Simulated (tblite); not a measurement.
# Geometry relaxation, with input and output: C$_{4}$H$_{12}$GaNO$_{3}$ (part 3 of 3)

Continued. System: C$_{4}$H$_{12}$GaNO$_{3}$, SMILES C[C@@H](OCC(=O)O)[GaH2-][NH3+]. Method: GFN2-xTB geometry optimisation, gas phase (tblite 0.8.0). It belongs to a series of runs on one base structure; here: O inserted into a C-C bond.

Geometry of the input (Å):
```
C  0.4194  -2.3356  -0.0178
C  0.3690  -0.8346  -0.2774
O  -0.6489  -0.3149  0.5405
C  -1.5980  0.2554  -0.3132
C  -2.7309  0.8300  0.4928
O  -2.7319  0.7665  1.7385
O  -3.7743  1.4459  -0.2303
Ga 2.1552  -0.1258  0.3128
N  2.2736  1.7657  0.1475
H  1.3352  -2.7854  -0.4321
H  0.4051  -2.5045  1.0708
H  -0.4990  -2.7586  -0.4880
H  0.1611  -0.6692  -1.3360
H  -2.0660  -0.5539  -0.9205
H  -1.1824  0.9847  -1.0001
H  -4.5503  1.8422  0.3247
H  2.3158  -0.5465  1.8730
H  3.3650  -0.8053  -0.5069
H  3.0957  2.0507  0.7260
H  1.3986  2.2531  0.4429
H  2.4791  2.0569  -0.8382
```

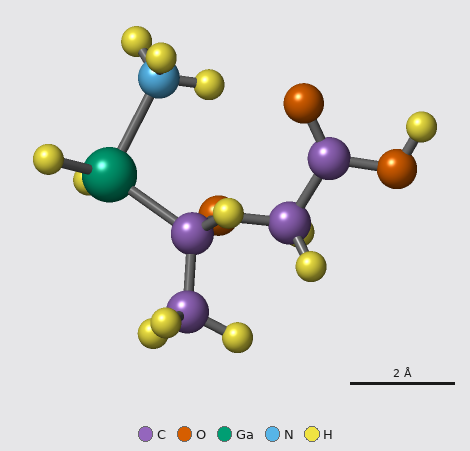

The geometry at step 193 of the log (ball-and-stick view, seen at a tilt).

**Trajectory as extended XYZ, continued**
```
21
Properties=species:S:1:pos:R:3:forces:R:3 step=163 energy=-843.29678
C     0.2594   -2.5366   -0.5422   -0.0050   0.0000  -0.0030
C     0.5677   -1.0438   -0.6243   -0.0040   0.0000   0.0030
O    -0.2377   -0.2942    0.3268    0.0000  -0.0120   0.0030
C    -1.6096   -0.1704    0.0805   -0.0040   0.0140   0.0060
C    -2.0064    1.2879    0.1903    0.0040   0.0080  -0.0010
O    -1.2309    2.2030    0.3180   -0.0190  -0.0110   0.0030
O    -3.3240    1.4590    0.1225    0.0170   0.0020  -0.0060
Ga    2.1012   -0.2563    0.4592    0.0180   0.0030   0.0040
N     1.7163    1.8264    0.5296   -0.0010   0.0210  -0.0030
H     0.9110   -3.0738   -1.2301    0.0000  -0.0010   0.0030
H     0.4545   -2.8915    0.4711   -0.0040  -0.0050  -0.0120
H    -0.7791   -2.7630   -0.7978   -0.0010   0.0080  -0.0130
H     0.3353   -0.6830   -1.6393    0.0050  -0.0060   0.0100
H    -2.2038   -0.7491    0.8019    0.0000   0.0100   0.0050
H    -1.8724   -0.5106   -0.9305    0.0120   0.0000   0.0070
H    -3.5618    2.3988    0.1907    0.0180  -0.0080   0.0080
H     1.9796   -0.5988    1.9609    0.0100  -0.0080  -0.0120
H     3.5692   -0.1460   -0.0820   -0.0040  -0.0130   0.0190
H     2.1080    2.1967    1.3947   -0.0160   0.0150   0.0050
H     0.7029    1.9967    0.5481   -0.0150  -0.0130  -0.0100
H     2.1115    2.3658   -0.2393   -0.0110  -0.0060  -0.0160
21
Properties=species:S:1:pos:R:3:forces:R:3 step=173 energy=-843.30495
C     0.2803   -2.4831   -0.6769    0.0080   0.0170  -0.0070
C     0.5152   -0.9778   -0.5675   -0.0410   0.0250   0.0290
O    -0.2879   -0.4212    0.5162    0.0210   0.0080   0.0050
C    -1.6564   -0.2352    0.2922    0.0160  -0.0010   0.0390
C    -1.9710    1.2397    0.1145    0.0290  -0.0110  -0.0370
O    -1.1558    2.1283    0.1620    0.0350  -0.0060   0.0320
O    -3.2635    1.4729   -0.0924   -0.0330   0.0200   0.0210
Ga    2.0843   -0.2634    0.5206   -0.0410   0.0070   0.0240
N     1.7281    1.8315    0.5602    0.0060   0.0440  -0.0070
H     0.9106   -2.8932   -1.4642    0.0060   0.0210  -0.0170
H     0.5516   -2.9590    0.2655   -0.0140  -0.0190   0.0160
H    -0.7612   -2.7249   -0.9034   -0.0090  -0.0140  -0.0180
H     0.2174   -0.4982   -1.5134    0.0070   0.0170   0.0290
H    -2.2236   -0.5956    1.1643    0.0400   0.0440  -0.0470
H    -2.0123   -0.7824   -0.5900    0.0140   0.0460   0.0170
H    -3.4301    2.4290   -0.1692   -0.0130  -0.0810  -0.0190
H     1.9676   -0.6334    2.0150    0.0040   0.0210  -0.0160
H     3.5550   -0.1991   -0.0208   -0.0070   0.0010  -0.0050
H     2.1968    2.2898    1.3435   -0.0470  -0.0490  -0.0800
H     0.7174    1.9963    0.6518    0.0210  -0.0460  -0.0440
H     2.0286    2.2959   -0.2988   -0.0010  -0.0420   0.0840
21
Properties=species:S:1:pos:R:3:forces:R:3 step=183 energy=-843.32219
C     0.2389   -2.4100   -0.7639    0.0110   0.0130  -0.0130
C     0.4957   -0.9275   -0.4874   -0.0610  -0.0260  -0.0270
O    -0.2720   -0.4705    0.6688   -0.0070  -0.0850  -0.0620
C    -1.6340   -0.2564    0.4536   -0.0250   0.0350   0.0300
C    -1.9248    1.1895    0.0974   -0.0170   0.0200   0.0330
O    -1.1281    2.0955    0.1490    0.0430  -0.0250  -0.0230
O    -3.1913    1.3812   -0.2540   -0.0740   0.0100   0.0000
Ga    2.0951   -0.2751    0.5853   -0.0070  -0.0210  -0.0190
N     1.7167    1.8067    0.5210   -0.0230   0.0160   0.0160
H     0.8469   -2.7238   -1.6139   -0.0190   0.0340   0.0740
H     0.5196   -3.0060    0.1061    0.0060   0.0440  -0.0320
H    -0.8092   -2.6191   -1.0000    0.0290   0.0170  -0.0070
H     0.1664   -0.3461   -1.3655    0.0500  -0.0090   0.0150
H    -2.1838   -0.4697    1.3813    0.0590  -0.0020   0.0050
H    -2.0385   -0.9075   -0.3313   -0.0040   0.0430   0.0120
H    -3.3618    2.3231   -0.4266   -0.0150  -0.0400  -0.0240
H     2.0056   -0.6614    2.0720   -0.0110   0.0490   0.0220
H     3.5574   -0.2192    0.0256    0.0090  -0.0060  -0.0210
H     2.1595    2.3230    1.2798   -0.0210  -0.0080   0.0110
H     0.7021    1.9700    0.5673   -0.0030  -0.0480   0.0410
H     2.0308    2.2202   -0.3556    0.0810  -0.0140  -0.0320
21
Properties=species:S:1:pos:R:3:forces:R:3 step=193 energy=-843.33250
C     0.2313   -2.3786   -0.7966    0.0100  -0.0060   0.0030
C     0.4807   -0.9093   -0.4615   -0.0010  -0.0140  -0.0370
O    -0.2804   -0.4957    0.7105   -0.0200   0.0010  -0.0210
C    -1.6412   -0.2569    0.5136   -0.0260   0.0120  -0.0340
C    -1.9198    1.1755    0.0943    0.0000   0.0020   0.0010
O    -1.1153    2.0761    0.1068   -0.0050  -0.0200  -0.0090
O    -3.1808    1.3513   -0.2883   -0.0060   0.0150   0.0110
Ga    2.1072   -0.2894    0.5952   -0.0210   0.0060  -0.0140
N     1.7230    1.7855    0.5154    0.0090   0.0220  -0.0020
H     0.8467   -2.6524   -1.6525    0.0060   0.0120   0.0050
H     0.5189   -3.0047    0.0478   -0.0170   0.0040   0.0140
H    -0.8128   -2.5891   -1.0457    0.0080   0.0280  -0.0020
H     0.1570   -0.2950   -1.3190    0.0150  -0.0020   0.0140
H    -2.1624   -0.4262    1.4646    0.0050   0.0060   0.0010
H    -2.0810   -0.9218   -0.2414    0.0210  -0.0160   0.0500
H    -3.3461    2.2785   -0.5309   -0.0020  -0.0320   0.0080
H     2.0251   -0.5763    2.1063   -0.0040  -0.0080  -0.0110
H     3.5602   -0.2862    0.0041   -0.0120  -0.0040   0.0110
H     2.1265    2.3067    1.2923   -0.0080  -0.0010  -0.0040
H     0.7016    1.9122    0.5442    0.0350   0.0050  -0.0110
H     2.0523    2.2129   -0.3503    0.0130  -0.0080   0.0280
21
Properties=species:S:1:pos:R:3:forces:R:3 step=204 energy=-843.33857
C     0.1980   -2.3341   -0.8447    0.0120   0.0100  -0.0050
C     0.4684   -0.8826   -0.4540    0.0200  -0.0540  -0.0040
O    -0.2661   -0.5026    0.7456   -0.0130  -0.0090  -0.0040
C    -1.6328   -0.2697    0.5909   -0.0060   0.0260  -0.0240
C    -1.9131    1.1283    0.0692   -0.0230   0.0180   0.0150
O    -1.1105    2.0303    0.0353   -0.0160  -0.0400  -0.0220
O    -3.1729    1.2740   -0.3286   -0.0220   0.0100   0.0060
Ga    2.0961   -0.2978    0.6175    0.0230   0.0370  -0.0180
N     1.7520    1.7949    0.5144    0.0080  -0.0370   0.0120
H     0.8378   -2.5893   -1.6886   -0.0270   0.0030  -0.0090
H     0.4490   -2.9964   -0.0164   -0.0340   0.0140   0.0200
H    -0.8432   -2.5089   -1.1344    0.0540   0.0010   0.0010
H     0.1457   -0.2341   -1.2855   -0.0130   0.0110   0.0200
H    -2.1006   -0.3405    1.5807    0.0020  -0.0080   0.0210
H    -2.1147   -1.0043   -0.0669    0.0170   0.0380   0.0040
H    -3.3501    2.1837   -0.6229    0.0240  -0.0270   0.0030
H     2.0120   -0.5630    2.1328   -0.0020  -0.0160  -0.0220
H     3.5491   -0.3227    0.0205   -0.0070   0.0020   0.0250
H     2.1326    2.3349    1.2894    0.0050  -0.0110   0.0090
H     0.7328    1.9291    0.5049    0.0060   0.0160  -0.0310
H     2.1214    2.1880   -0.3503   -0.0090   0.0170   0.0040
21
Properties=species:S:1:pos:R:3:forces:R:3 step=214 energy=-843.34420
C     0.2019   -2.3460   -0.8312    0.0050  -0.0270  -0.0070
C     0.4748   -0.8886   -0.4713   -0.0020  -0.0190  -0.0090
O    -0.2587   -0.4869    0.7223    0.0100   0.0100  -0.0040
C    -1.6276   -0.2626    0.5749   -0.0010   0.0150   0.0110
C    -1.9259    1.1339    0.0623    0.0220   0.0230  -0.0070
O    -1.1160    2.0241   -0.0423   -0.0080  -0.0370  -0.0040
O    -3.2090    1.2933   -0.2458   -0.0050  -0.0040   0.0100
Ga    2.1012   -0.2910    0.5891    0.0280  -0.0010   0.0120
N     1.7507    1.7991    0.5130    0.0020  -0.0150   0.0150
H     0.8676   -2.6358   -1.6429   -0.0100   0.0040  -0.0070
H     0.4113   -2.9837    0.0276   -0.0060   0.0090   0.0070
H    -0.8283   -2.5210   -1.1545    0.0100   0.0120  -0.0020
H     0.1549   -0.2527   -1.3125   -0.0200   0.0080  -0.0020
H    -2.0882   -0.3454    1.5681   -0.0100  -0.0160  -0.0200
H    -2.1044   -0.9944   -0.0894    0.0050   0.0180   0.0240
H    -3.3883    2.2016   -0.5405   -0.0030   0.0010  -0.0110
H     2.0196   -0.5874    2.0982   -0.0050  -0.0010   0.0020
H     3.5585   -0.3055    0.0064   -0.0030   0.0080   0.0010
H     2.0351    2.2863    1.3621   -0.0200  -0.0080  -0.0340
H     0.7391    1.9391    0.3902    0.0180   0.0080   0.0110
H     2.2228    2.2405   -0.2749   -0.0090   0.0130   0.0110
21
Properties=species:S:1:pos:R:3:forces:R:3 step=224 energy=-843.34502
C     0.1931   -2.3403   -0.8384    0.0010  -0.0030  -0.0040
C     0.4751   -0.8863   -0.4707   -0.0020  -0.0030  -0.0040
O    -0.2517   -0.4869    0.7284    0.0000   0.0010   0.0000
C    -1.6218   -0.2633    0.5884    0.0020   0.0000  -0.0030
C    -1.9212    1.1258    0.0580    0.0010  -0.0030  -0.0060
O    -1.1071    2.0073   -0.0783   -0.0020   0.0000   0.0000
O    -3.2086    1.2866   -0.2316   -0.0010   0.0040   0.0040
Ga    2.1057   -0.2912    0.5892   -0.0040  -0.0070   0.0030
N     1.7528    1.7980    0.5113   -0.0030   0.0010   0.0060
H     0.8629   -2.6339   -1.6452    0.0000   0.0040  -0.0020
H     0.3863   -2.9820    0.0208    0.0010   0.0010   0.0060
H    -0.8350   -2.5019   -1.1740   -0.0030   0.0000   0.0010
H     0.1517   -0.2444   -1.3066    0.0020  -0.0010   0.0050
H    -2.0799   -0.3396    1.5827    0.0060   0.0010  -0.0040
H    -2.1021   -1.0018   -0.0655    0.0020   0.0050   0.0060
H    -3.3878    2.1883   -0.5464    0.0000  -0.0010  -0.0040
H     2.0207   -0.5852    2.0993    0.0020  -0.0010  -0.0040
H     3.5624   -0.2998    0.0078    0.0060   0.0000  -0.0030
H     2.0105    2.2787    1.3715    0.0010   0.0030   0.0040
H     0.7443    1.9348    0.3666   -0.0050   0.0000   0.0000
H     2.2406    2.2539   -0.2583   -0.0020   0.0010  -0.0030
```

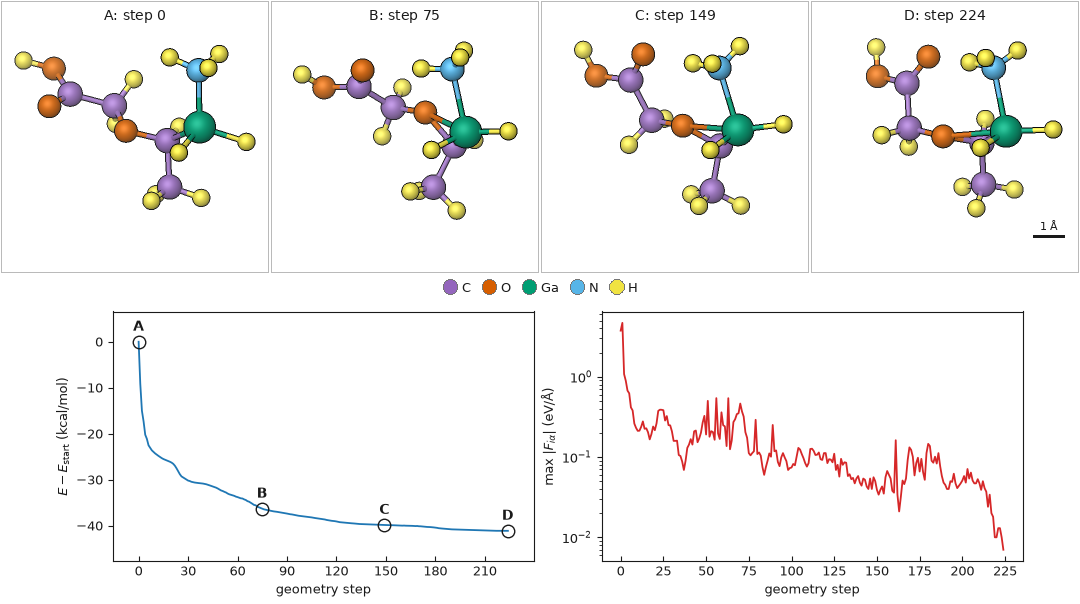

Frames of the relaxation (ball-and-stick view, seen at a tilt) above the curves, on which the letters mark them (steps are counted from 0).

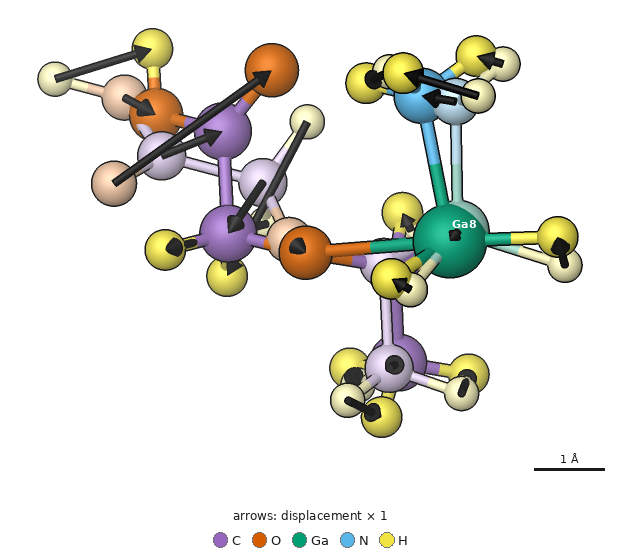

Start (faint) and end (solid) with the displacements as black arrows, at true length (ball-and-stick view, seen at a tilt). The two geometries are laid on each other by the best rigid fit. Over 224 geometry steps the energy falls by 41.1 kcal/mol. The largest force component goes from 3.8 to 0.007 eV/Å. O6 moves most after the best rigid fit: 2.81 Å. Largest moves by element: O 2.81 Å, H 2.66 Å, C 1.12 Å, N 0.54 Å, Ga 0.21 Å. Distances before and after: O3–Ga8 2.820 → 2.370 Å, Ga8–N9 1.902 → 2.120 Å, Ga8–H17 1.624 → 1.541 Å, C5–O7 1.411 → 1.329 Å. Among the angles that change: O3–C2–Ga8 110.0° → 83.7°, C1–C2–Ga8 105.5° → 123.5°, C2–Ga8–N9 112.4° → 97.8°. (Atoms are counted from 1 in the order of the input.)

**Summary**

| quantity | value |
| --- | --- |
| outcome | converged |
| total energy | −843.3450 eV |
| wall time | 2.9 s |
| peak memory | 0.18 GiB |
